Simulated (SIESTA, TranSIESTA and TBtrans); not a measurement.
System: Pd chain with one C atom inserted. Leads: straight Pd chain, spacing 2.5 Å. Geometry: 3 atoms about the centre moved by SIESTA (PBE, DZP) to a largest force of 0.00 eV/Å, all others as built, motion along the axis alone. Transport runs along z; the first 6 and the last 6 of the 19 atoms are the lead cells, repeated to infinity.

```xyz
19
Lattice="9.000 0.000 0.000 0.000 9.000 0.000 0.000 0.000 46.300" Properties=species:S:1:pos:R:3 pbc="F F T"
Pd     4.500     4.500     0.000
Pd     4.500     4.500     2.500
Pd     4.500     4.500     5.000
Pd     4.500     4.500     7.500
Pd     4.500     4.500    10.000
Pd     4.500     4.500    12.500
Pd     4.500     4.500    15.000
Pd     4.500     4.500    17.500
Pd     4.500     4.500    20.127
C      4.500     4.500    21.908
Pd     4.500     4.500    23.688
Pd     4.500     4.500    26.300
Pd     4.500     4.500    28.800
Pd     4.500     4.500    31.300
Pd     4.500     4.500    33.800
Pd     4.500     4.500    36.300
Pd     4.500     4.500    38.800
Pd     4.500     4.500    41.300
Pd     4.500     4.500    43.800
```
Starting moments (μB): atom 7 +0.7, atom 8 +0.7, atom 9 +0.7, atom 11 +0.7, atom 12 +0.7, atom 13 +0.7; lead atoms +0.7 (left) and +0.7 (right).

Method: TranSIESTA and TBtrans, PBE, DZP numerical orbitals (energy shift 0.15 eV), PseudoDojo norm-conserving scalar-relativistic potentials, mesh cutoff 200 Ry, 300 K, spin-polarised (collinear), no spin-orbit coupling; self-consistent non-equilibrium Green functions.

Energies count from the leads' Fermi level. Transmissions are for each spin. The energy step is 0.01 eV; narrower resonances are cut or missed.

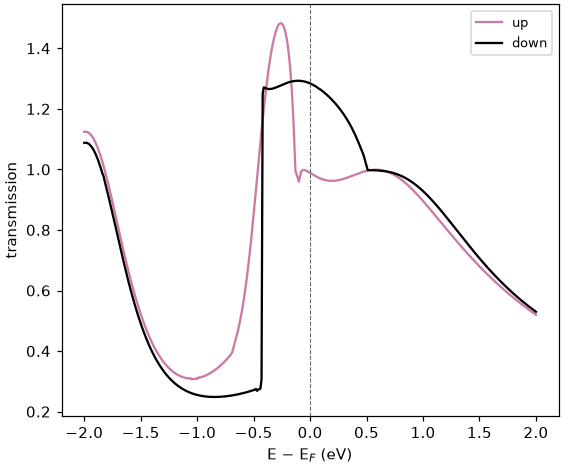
Transmission against energy

| E (eV) | T up | T down | lead channels up | down |
|---|---|---|---|---|
| -2.00 | 1.12 | 1.09 | 3 | 3 |
| -1.80 | 0.97 | 0.93 | 3 | 3 |
| -1.60 | 0.65 | 0.62 | 3 | 3 |
| -1.40 | 0.43 | 0.40 | 3 | 3 |
| -1.20 | 0.33 | 0.29 | 3 | 3 |
| -1.00 | 0.31 | 0.25 | band edge | 3 |
| -0.80 | 0.35 | 0.25 | band edge | 3 |
| -0.60 | 0.54 | 0.26 | band edge | band edge |
| -0.40 | 1.23 | 1.27 | 4 | band edge |
| -0.20 | 1.42 | 1.29 | 4 | band edge |
| 0.00 | 0.99 | 1.28 | 1 | 4 |
| 0.20 | 0.96 | 1.23 | 1 | 4 |
| 0.40 | 0.98 | 1.11 | 1 | 4 |
| 0.60 | 1.00 | 1.00 | 1 | 1 |
| 0.80 | 0.97 | 0.98 | 1 | 1 |
| 1.00 | 0.90 | 0.93 | 1 | 1 |
| 1.20 | 0.81 | 0.85 | 1 | 1 |
| 1.40 | 0.72 | 0.75 | 1 | 1 |
| 1.60 | 0.64 | 0.66 | 1 | 1 |
| 1.80 | 0.58 | 0.59 | 1 | 1 |
| 2.00 | 0.52 | 0.53 | 1 | 1 |

The magnetic order of the leads was set by the start, and no other order was tried; the separate lead runs end at 0.76 (left) and 0.76 (right) μB an atom. The straight chain is held at its spacing; free chains may zigzag or dimerise.
